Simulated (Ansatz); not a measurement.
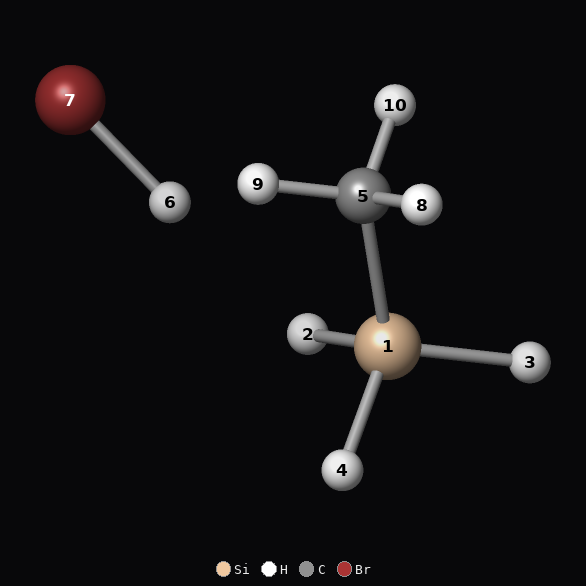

Atoms carry their numbers in the input. The geometry was computed by an optimisation with PBE0-D4/def2-TZVP.

What are the angles H2–Si1–C5, H3–Si1–C5, H4–Si1–C5, Si1–C5–H8, Si1–C5–H9, Si1–C5–H10?

| angle | degrees |
| --- | --- |
| H2–Si1–C5 | 110.4 |
| H3–Si1–C5 | 111.5 |
| H4–Si1–C5 | 111.5 |
| Si1–C5–H8 | 110.4 |
| Si1–C5–H9 | 111.0 |
| Si1–C5–H10 | 110.9 |
